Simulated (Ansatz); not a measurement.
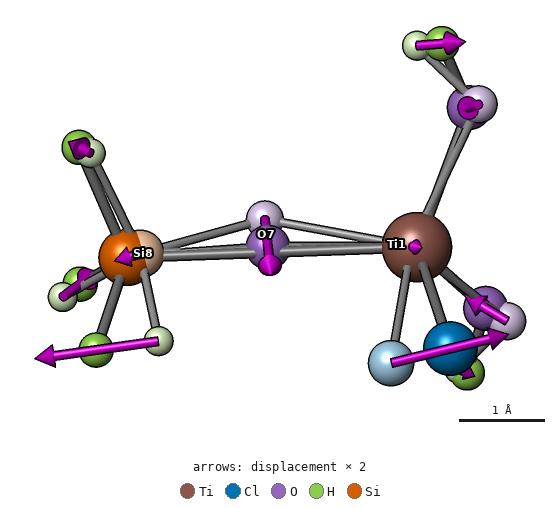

A relaxation of TiSiH5O3Cl. The starting structure is drawn faded, the final one solid; purple arrows show the displacements, magnified 2 times. The two geometries are superimposed by the best rigid fit.

The picture is a ball-and-stick view, seen at a tilt.

The run prepares the start of a later molecular dynamics calculation, from a guessed geometry.

Level of theory: RKS PBE0-D4/def2-SVP (Ansatz). (no spin polarisation; force threshold 0.02 eV/Å; at most 40 steps)

### What happened in the run?

An H atom moves most after the best rigid fit: 0.74 Å. By element the largest moves are H 0.74 Å, Cl 0.72 Å, O 0.71 Å, Si 0.16 Å, Ti 0.09 Å. Near-neighbour distances that change, for instance: Si–Ti 3.194 → 3.419 Å, O–Ti 1.920 → 1.766 Å, Cl–Ti 2.370 → 2.217 Å, H–O 1.010 → 0.962 Å. Bond angles that change, for instance: Ti–O–Si 125.0° → 169.0°, Ti–O–H 109.5° → 132.2°, Ti–O–H 109.5° → 132.1°. Groups turn about O–Ti by about 25°. The energy falls by 30.3 kcal/mol in 12 accepted moves (13 points after the start). Largest force component: 3.3 eV/Å at the start, 0.0087 eV/Å at the end. The line search rejected the trial step at point 12 of the run.
